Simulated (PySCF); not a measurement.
**doublet [SO3]−: levels of theory compared**

Aim: a comparison of 6 runs (UB3LYP/6-31G*, U-wB97M-V/6-311+G**, UB3LYP/6-311+G**, UM06-2X/6-311+G**, UPBE0/6-311+G**, USCS-MP2/6-311+G**) of doublet [SO3]−. 

The calculation is run with PySCF 2.14.0.

1 further run of the same task is left out (set aside as unsound or not needed).

### 1 Starting point

[SO3]− has 4 atoms, charge -1, and is taken as a doublet. As SMILES of the parent species, `O=S(=O)=O`. The coordinates come from a GFN2-xTB relaxation. That shape belongs to the parent species and isn't relaxed for this state.

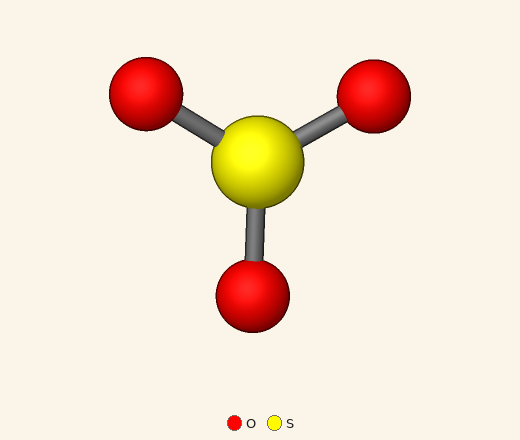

Viewed from a chosen angle; oxygen red, sulfur yellow.

### 2 The energy at UB3LYP/6-31G(d) (spherical functions) (run 1)

Input file input.py:

```python
from pyscf import gto, dft

mol = gto.Mole()
mol.atom = '''
O     -2.116928    -1.292119     1.013271
S      0.000094    -0.000283    -0.000718
O      2.471063    -0.618904     0.832084
O     -0.354229     1.911307    -1.844656
'''
mol.basis = '6-31g*'
mol.verbose = 4
mol.max_memory = 1860
mol.charge = -1
mol.spin = 1
mol.unit = 'bohr'
mol.build()

myscf = dft.UKS(mol, xc='b3lyp')
myscf.conv_tol = 1e-10
myscf.grids.level = 5
myscf.kernel()
if not myscf.converged:
    myscf = myscf.newton().run(myscf.mo_coeff, myscf.mo_occ)

etot = myscf.e_tot
print('Final energy', etot)
```

The run is started by

```
$ OMP_NUM_THREADS=1 python input.py
```

What it wrote:

```text
PySCF version 2.14.0

[... 53 lines left out ...]
WARN: HOMO -0.121412013721306 >= LUMO -0.121412013721307
[... 62 lines left out ...]
converged SCF energy = -623.723793117329  <S^2> = 0.75307182  2S+1 = 2.0030695
Final energy -623.723793117329
```

Run time: 18 s. Hardware: 1 thread of Arm Neoverse V2, shared host; peak memory 0.33 GiB.

### 3 The energy at U-wB97M-V/6-311+G(d,p) (run 2)

Input file input.py:

```python
from pyscf import gto, dft

mol = gto.M(
    atom='''
O       -1.120230      -0.683760       0.536200
S        0.000050      -0.000150      -0.000380
O        1.307630      -0.327510       0.440320
O       -0.187450       1.011420      -0.976150
''',
    max_memory=1860,
    verbose=3,
    charge=-1,
    basis='6-311+g**',
    spin=1,
)

mf = dft.UKS(mol, xc='wb97m-v')
mf.grids.level = 5
mf.nlcgrids.level = 1
mf.conv_tol = 1e-10
mf.kernel()
if not mf.converged:
    mf = mf.newton().run(mf.mo_coeff, mf.mo_occ)

energy = mf.e_tot
print(f'total energy: {energy:.8f} hartree')
```

The run is started by

```
$ OMP_NUM_THREADS=1 python input.py
```

What it wrote:

```text
WARN: HOMO -0.0902401558364052 >= LUMO -0.0902401558364032

converged SCF energy = -623.769835212316  <S^2> = 0.75278209  2S+1 = 2.0027802
total energy: -623.76983521 hartree
```

Wall time 2 min (1 thread of Arm Neoverse V2, shared host); peak memory 0.55 GiB.

Runs 3 to 5 aren't shown in full; the table further down has their settings and results.

### 4 The energy at USCS-MP2/6-311+G(d,p) (run 6)

Input file geometry.xyz:

```xyz
4
O3S
O     -1.120230    -0.683760     0.536200
S      0.000050    -0.000150    -0.000380
O      1.307630    -0.327510     0.440320
O     -0.187450     1.011420    -0.976150
```

Input file input.py:

```python
from pyscf import gto, mp

mol = gto.Mole()
mol.atom = 'geometry.xyz'
mol.basis = '6-311+g**'
mol.charge = -1
mol.max_memory = 1860
mol.spin = 1
mol.verbose = 3
mol.build()

mf = mol.UHF()
mf.conv_tol = 1e-10
mf.kernel()
if not mf.converged:
    mf = mf.newton().run(mf.mo_coeff, mf.mo_occ)

pt = mp.MP2(mf, frozen=8).run()
etot = mf.e_tot + 1.2 * pt.e_corr_os + pt.e_corr_ss / 3
print('Final energy', etot)
```

The run is started by

```
$ OMP_NUM_THREADS=1 python input.py
```

What it wrote:

```text
converged SCF energy = -622.052847069221  <S^2> = 0.76891336  2S+1 = 2.0188248
E(UMP2) = -622.782217682434  E_corr = -0.729370613212741
E(SCS-UMP2) = -622.748935296542  E_corr = -0.69608822732091
Final energy -622.748935296542
```

It took 4.2 s on 1 thread of Arm Neoverse V2, shared host; peak memory 0.25 GiB.

### 5 Overview of the runs

```
run                                level  nlc grid  integration grid  energy (Eh)  HOMO energy (eV)  LUMO energy (eV)   ⟨S²⟩  wall time
  1  UB3LYP/6-31G* (spherical functions)         –                 5  -623.723793              3.73              5.42  0.753       18 s
  2                  U-wB97M-V/6-311+G**         1                 5  -623.769835              0.23              4.82  0.753      2 min
  3                     UB3LYP/6-311+G**         –                 5  -623.859542              2.60              3.40  0.754       52 s
  4                    UM06-2X/6-311+G**         –                 5  -623.742228              1.15              4.15  0.755    1.9 min
  5                      UPBE0/6-311+G**         –                 5  -623.474059              2.41              3.65  0.754       37 s
  6                   USCS-MP2/6-311+G**         –                 –  -622.748935             -0.95              5.63  0.769      4.2 s
```

### 6 Outcome

```
                                                         quantity          value
                                              run 6: total energy  -622.74894 Eh
run 6: HOMO energy (Hartree–Fock orbitals) (highest over α and β)       -0.95 eV
 run 6: LUMO energy (Hartree–Fock orbitals) (lowest over α and β)        5.63 eV
               run 6: correlation energy (8 core orbitals frozen)     -696.1 mEh
                         run 6: ⟨S²⟩ of the reference determinant          0.769
```

In words: Totals of different functionals can't be ranked against each other. In runs 1, 2, 3, 4, 5 the HOMO lies above zero, so the outermost electron may be held by the basis alone. All runs together took 5.7 min, the longest 2 min.
